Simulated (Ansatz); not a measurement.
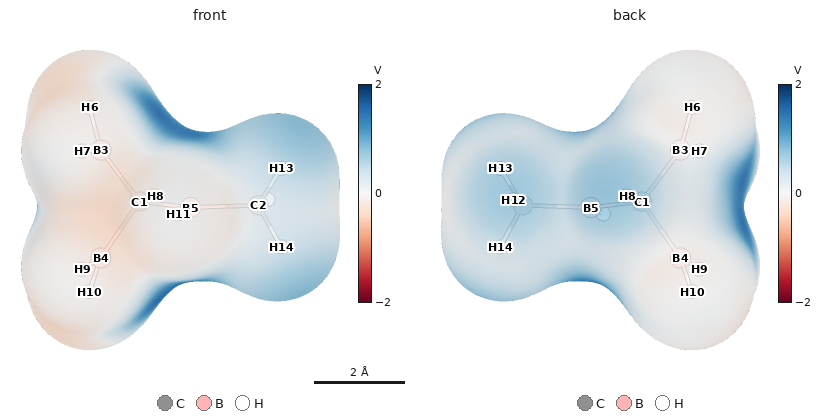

Figure. C2H9B3 (SMILES BC(B)BC). The molecular electrostatic potential painted on the density surface at 0.002 e/bohr³, seen from the front and from behind; the colour scale runs from red (negative) to blue (positive).

Geometry: BLYP-D3(BJ)/def2-SVP.

All numbers below come from isolated molecule in a Gaussian basis; Kohn-Sham density functional theory, functional PBE0 (Ansatz 0.2.0).

The calculation's input:

```
crystal:
  periodic: [false, false, false]
  atoms:
    - symbol: C
      position_ang: [0.279448, 0.466619, 0.675800]
    - symbol: C
      position_ang: [0.264249, 3.196752, 0.939386]
    - symbol: B
      position_ang: [1.037360, -0.136348, -0.543022]
    - symbol: B
      position_ang: [-1.095531, -0.259961, 0.604872]
    - symbol: B
      position_ang: [-0.096975, 1.897168, 0.130286]
    - symbol: H
      position_ang: [2.142850, -0.601715, -0.355327]
    - symbol: H
      position_ang: [0.570385, -0.158090, -1.658613]
    - symbol: H
      position_ang: [0.802920, 0.441842, 1.645833]
    - symbol: H
      position_ang: [-1.766833, -0.293642, -0.400766]
    - symbol: H
      position_ang: [-1.502106, -0.812846, 1.606335]
    - symbol: H
      position_ang: [-0.674257, 2.015489, -0.929603]
    - symbol: H
      position_ang: [0.787584, 3.040817, 1.902532]
    - symbol: H
      position_ang: [0.886514, 3.862003, 0.298311]
    - symbol: H
      position_ang: [-0.666058, 3.779462, 1.127721]
basis:
  gaussian: {orbitals: def2-SVPD}
output: {forces: true, orbitals: {seedname: orbitals}}
hamiltonian: {xc: {name: PBE0}}
```

Command:

```sh
ansatz run input.yaml --threads 2 --pin off --max-ram 4350MiB --events-out events.jsonl --progress --plain --runs-dir runs
```

> Where is the surface potential most negative and most positive?

The most negative region (about −0.4 V) lies over H7, H9 and H11, the most positive (about +1.5 V) over B3, B4 and B5.

> What dipole moment does the calculation give?

Its dipole moment is 1.10 D.
